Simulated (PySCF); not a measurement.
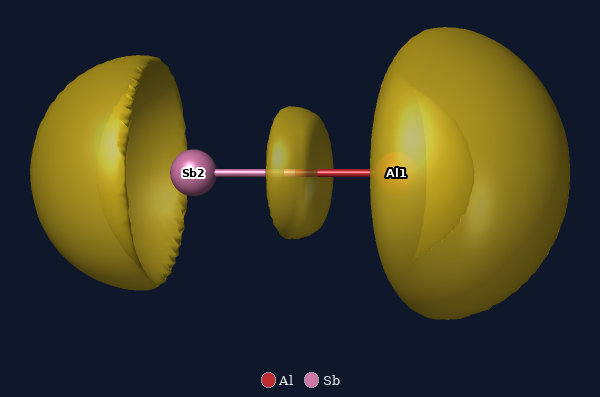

AlSb (triplet). Isosurface of the electron localisation function at 0.75 (yellow), seen from one side. Only the valence region is drawn (cores and ρ < 0.01 e/Å³ removed).

Core potentials replace the inner electrons of Sb.

Theory: PySCF, PBE0/def2-TZVPPD, non-relativistic Hamiltonian with scalar-relativistic core potentials where named, at a bond length of 2.759 Å.

```xyz
2

Al    0.0000    0.0000   -2.2556
Sb    0.0000    0.0000    0.5034
```

**Identify the bonds, lone pairs and shells in this picture.**

The ELF exceeds this value in one region between bonded Al–Sb atoms (shared pairs), one lobe on Al, pointing away from the bonds (non-bonding electrons) and one lobe on Sb, pointing away from the bonds (non-bonding electrons). Along the contacts the grid gives the following. Al–Sb (2.76 Å): the ELF peaks at about 0.85 between the atoms: a covalent bond.
